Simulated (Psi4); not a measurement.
# S2F2 (Difluorodisulfane) at MP2/pcseg-2 (density fitting, density fitting for correlation, sweep point 3)

What is the vertical ionisation energy of S2F2 (Difluorodisulfane) at MP2/pcseg-2 (density fitting, density fitting for correlation, sweep point 3)? 

The results are computed with Psi4 1.11.

### Step 1. The structure to begin with

The species is S2F2 (4 atoms), meant as a singlet with charge 0. As SMILES, `FSSF`. Geometry: relaxed at GFN2-xTB.

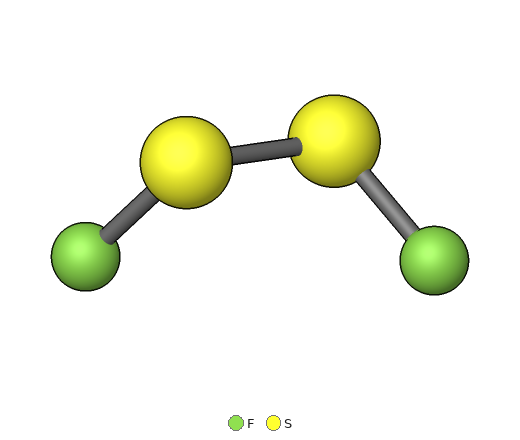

The structure, seen from a chosen angle (fluorine green, sulfur yellow).

### Step 2. The energy at MP2/pcseg-2 (density fitting, density fitting for correlation, sweep point 3)

The input, f2s2.in:

```
memory 1600 MB

molecule mol {
  F     -3.41537761    -0.41893338    -1.18648344
  S     -0.86766775     1.52215550    -1.17854659
  S      1.99475710    -0.57358857    -0.41158235
  F      2.28826936    -0.52961464     2.77661239
  units bohr
  symmetry c1
}

set reference rhf
set puream true
set scf_type df
set num_frozen_docc 12

energy('mp2/pcseg-2')
print_variables()
```

On the command line:

```
$ psi4 f2s2.in f2s2.out -n 1
```

f2s2.out:

```text
[...]
  Running in c1 symmetry.
[...]
  Nuclear repulsion =  224.834004836040720
[...]
  Multiplicity = 1
[...]
  Nalpha       = 25
  Nbeta        = 25
[...]
    Number of basis functions: 128
[...]
   @DF-RHF iter   1:  -993.87302687293015   -5.05153e-01   3.62915e-03 DIIS/ADIIS
[...]
   @DF-RHF iter  12:  -993.97693762636868   -2.93312e-11   8.87224e-09 DIIS
[...]
    Orbital Energies [Eh]
    ---------------------
    Doubly Occupied:
       1A    -92.048349     2A    -92.048204     3A    -26.308080
       4A    -26.307969     5A     -9.078784     6A     -9.078407
       7A     -6.761116     8A     -6.760671     9A     -6.759560
      10A     -6.759045    11A     -6.758282    12A     -6.758135
      13A     -1.599228    14A     -1.595770    15A     -1.121924
      16A     -0.894433    17A     -0.723964    18A     -0.696185
      19A     -0.695656    20A     -0.677311    21A     -0.676000
      22A     -0.627361    23A     -0.518583    24A     -0.444056
      25A     -0.439343
[...]
  @DF-RHF Final Energy:  -993.97693762636868
   => Energetics <=
    Nuclear Repulsion Energy =            224.8340048360407195
    One-Electron Energy =               -1825.3490539599920339
    Two-Electron Energy =                 606.5381114975825767
    Total Energy =                       -993.9769376263686809
[...]
 Multipole Moments:
 ------------------------------------------------------------------------------------
     Multipole            Electronic (a.u.)      Nuclear  (a.u.)        Total (a.u.)
 ------------------------------------------------------------------------------------
 L = 1.  Multiply by 2.5417464519 to convert [e a0] to [Debye]
 Dipole X            :         -0.2396770            0.7175955            0.4779184
 Dipole Y            :         -0.2041808            0.6039227            0.3997419
 Dipole Z            :          0.3411223           -1.0123951           -0.6712728
 Magnitude           :                                                    0.9158640
[...]
```

Run time: 2.1 s. Hardware: 1 thread of AMD EPYC 9R45 (Zen 5), shared host; peak memory 0.26 GiB.

### Step 3. The doublet cation, same level

The input, input.inp:

```
memory 1600 mb

molecule molecule1 {
  1 2
  F     -3.41537761    -0.41893338    -1.18648344
  S     -0.86766775     1.52215550    -1.17854659
  S      1.99475710    -0.57358857    -0.41158235
  F      2.28826936    -0.52961464     2.77661239
  units bohr
  symmetry c1
}

set globals {
  basis           pcseg-2
  reference       uhf
  puream          true
  scf_type        df
  num_frozen_docc 12
  maxiter         150
}

result = energy('mp2')
```

On the command line:

```
$ psi4 -n 1 input.inp input.out
```

input.out:

```text
[...]
  Running in c1 symmetry.
[...]
  Nuclear repulsion =  224.834004836040720
[...]
  Multiplicity = 2
[...]
  Nalpha       = 25
  Nbeta        = 24
[...]
    Number of basis functions: 128
[...]
   @DF-UHF iter   1:  -993.41015083209686   -4.22770e-02   4.19075e-03 DIIS/ADIIS
[...]
   @DF-UHF iter  29:  -993.58055108941221   -8.29914e-12   7.83637e-09 DIIS
[...]
   @S^2 Observed:                8.509897209E-01
[...]
    Orbital Energies [Eh]
    ---------------------
    Alpha Occupied:
       1A    -92.360303     2A    -92.359925     3A    -26.575219
       4A    -26.575133     5A     -9.386475     6A     -9.385976
       7A     -7.076730     8A     -7.076318     9A     -7.064863
      10A     -7.064016    11A     -7.063251    12A     -7.062886
      13A     -1.857968    14A     -1.853773    15A     -1.421087
      16A     -1.183507    17A     -0.990818    18A     -0.957086
      19A     -0.955568    20A     -0.933759    21A     -0.926043
      22A     -0.897043    23A     -0.792515    24A     -0.760377
      25A     -0.736075
    Alpha Virtual:
[...]
  @DF-UHF Final Energy:  -993.58055108941221
   => Energetics <=
    Nuclear Repulsion Energy =            224.8340048360407195
    One-Electron Energy =               -1811.4003510787263167
    Two-Electron Energy =                 592.9857951532733296
    Total Energy =                       -993.5805510894122108
  UHF NO Occupations:
  HONO-2 :   23  A 1.9974654
  HONO-1 :   24  A 1.9569159
[...]
 Multipole Moments:
 ------------------------------------------------------------------------------------
     Multipole            Electronic (a.u.)      Nuclear  (a.u.)        Total (a.u.)
 ------------------------------------------------------------------------------------
 L = 1.  Multiply by 2.5417464519 to convert [e a0] to [Debye]
 Dipole X            :         -0.1093628            0.7175955            0.6082327
 Dipole Y            :         -0.0959127            0.6039227            0.5080100
 Dipole Z            :          0.1579336           -1.0123951           -0.8544615
 Magnitude           :                                                    1.1653865
[...]
```

It took 3.6 s on 1 thread of AMD EPYC 9R45 (Zen 5), shared host; peak memory 0.27 GiB.

### Step 4. Results

Level: MP2/pcseg-2 (density fitting, density fitting for correlation, sweep point 3), 12 core orbitals frozen.

| quantity | value |
| --- | --- |
| singlet S2F2: total energy | -994.80599 Eh |
| singlet S2F2: HOMO energy (Hartree–Fock orbitals) | -11.96 eV |
| singlet S2F2: LUMO energy (Hartree–Fock orbitals) | 1.70 eV |
| singlet S2F2: HOMO–LUMO gap (Hartree–Fock orbitals) | 13.65 eV |
| singlet S2F2: correlation energy (12 core orbitals frozen) | -829.1 mEh |
| doublet cation: total energy | -994.39339 Eh |
| doublet cation: HOMO energy (Hartree–Fock orbitals) (highest over α and β) | -18.09 eV |
| doublet cation: LUMO energy (Hartree–Fock orbitals) (lowest over α and β) | -9.66 eV |
| doublet cation: correlation energy (12 core orbitals frozen) | -812.8 mEh |
| doublet cation: ⟨S²⟩ of the reference determinant | 0.851 |
| vertical ionisation energy (to the doublet cation) | 11.227 eV |

**Reading.** The vertical ionisation energy comes to 11.23 eV (259 kcal/mol). ⟨S²⟩ (doublet cation) is 0.85 where a pure doublet has 0.75: the reference is spin-contaminated.
